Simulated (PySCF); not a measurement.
# GeSe (Germanium monoselenide): B3LYP/STO-6G

Aim: the vertical ionisation energy of GeSe (Germanium monoselenide) at B3LYP/STO-6G, from 2 runs. 

The results are computed with PySCF 2.14.0.

19 further runs of the same task are left out: 11 that didn't finish, 8 set aside as unsound or not needed.

### Step 1. The structure to begin with

GeSe has 2 atoms, charge 0, and is taken as a singlet. SMILES: `[Ge-]#[Se+]`. The bond length is the measured one.

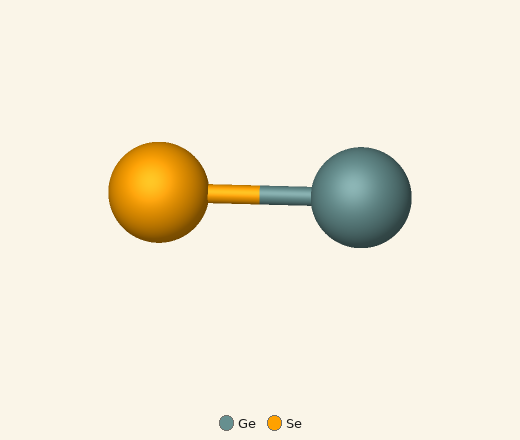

Viewed from a chosen angle; germanium teal, selenium orange.

### Step 2. The energy at B3LYP/STO-6G

The input, job.py:

```python
from pyscf import gto, dft

mol = gto.Mole()
mol.atom = '''
Ge       0.000000       0.000000       0.000000
Se       0.000000       0.000000       2.134629
'''
mol.charge = 0
mol.max_memory = 1860
mol.verbose = 3
mol.basis = 'sto-6g'
mol.spin = 0
mol.build()

ks = dft.RKS(mol, xc='b3lyp')
ks.conv_tol = 1e-10
ks.grids.level = 5
ks.kernel()
if not ks.converged:
    ks = ks.newton().run(ks.mo_coeff, ks.mo_occ)

etot = ks.e_tot
print('Final energy', etot)
```

Started as:

```bash
$ OMP_NUM_THREADS=1 python job.py
```

Log:

```text
converged SCF energy = -4454.65789762568
Final energy -4454.657897625682
```

It took 5.1 s on 1 thread of Arm Neoverse V1, shared host; peak memory 0.24 GiB.

### Step 3. The doublet cation at the same level

The input, input.xyz:

```xyz
2

Ge     0.000000     0.000000     0.000000
Se     0.000000     0.000000     2.134629
```

The input, calc.py:

```python
from pyscf import gto, dft

system = gto.M(
    atom='input.xyz',
    max_memory=1860,
    charge=1,
    spin=1,
    basis='sto-6g',
    verbose=3,
)

calc0 = dft.UKS(system, xc='b3lyp')
calc0.conv_tol = 1e-10
calc0.grids.level = 5
calc0.kernel()
if not calc0.converged:
    calc0 = calc0.newton().run(calc0.mo_coeff, calc0.mo_occ)

e_tot = calc0.e_tot
print('E = %.10f Eh' % e_tot)
```

Started as:

```bash
$ OMP_NUM_THREADS=1 python calc.py
```

Log:

```text
WARN: HOMO -0.61675785150639 >= LUMO -0.616757851506403

converged SCF energy = -4454.38162338614  <S^2> = 0.75768401  2S+1 = 2.0076693
E = -4454.3816233861 Eh
```

It took 8.4 s on 1 thread of Arm Neoverse V1, shared host; peak memory 0.24 GiB.

### Step 4. Outcome

Level: B3LYP/STO-6G.

| quantity | value |
| --- | --- |
| singlet GeSe: total energy | -4454.65790 Eh |
| singlet GeSe: dipole moment | 1.49 D |
| singlet GeSe: HOMO energy | -3.56 eV |
| singlet GeSe: LUMO energy | 0.67 eV |
| singlet GeSe: HOMO–LUMO gap | 4.24 eV |
| doublet cation: total energy | -4454.38162 Eh |
| doublet cation: HOMO energy (highest over α and β) | -12.76 eV |
| doublet cation: LUMO energy (lowest over α and β) | -10.90 eV |
| doublet cation: ⟨S²⟩ | 0.758 |
| vertical ionisation energy (to the doublet cation) | 7.518 eV |

Removing an electron at fixed nuclei costs 7.52 eV (725 kJ/mol). The negative HOMO energy of the first species, 3.56 eV, lies 3.95 eV below that difference. In a minimal basis such a difference can be off by several eV, whatever the method.
